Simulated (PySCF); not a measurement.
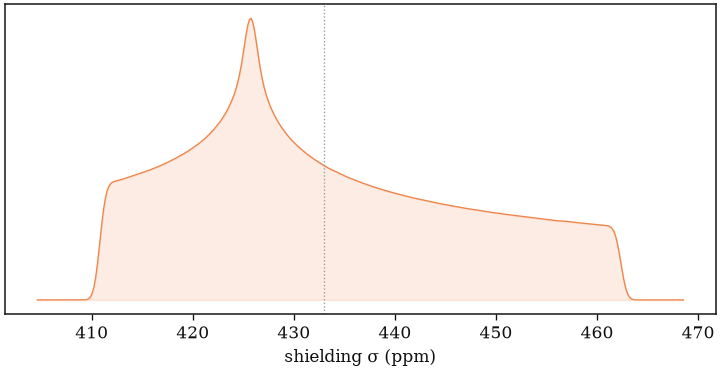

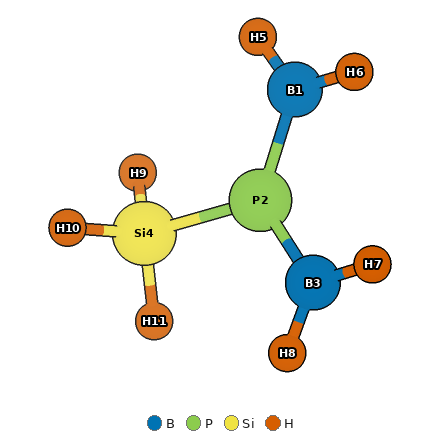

Static powder pattern (²⁹Si) from GIAO shielding tensors of B₂SiPH₇, SMILES BP(B)[SiH3], PBE0/pcSseg-1 with PySCF, at a GFN2-xTB geometry (no frequency check); absolute shielding, one fixed geometry of the isolated molecule without any motion, no dipolar terms. The dotted line is the isotropic value; skew is 3(σiso − σ22)/span.

The pattern belongs to Si4. Give the principal values, span and skew.

Si4: σ11, σ22, σ33 = 411, 426, 462 ppm, isotropic 433, span 52 ppm, skew 0.42.

Note: the tight-binding geometry is rougher than a DFT one and adds to the error.
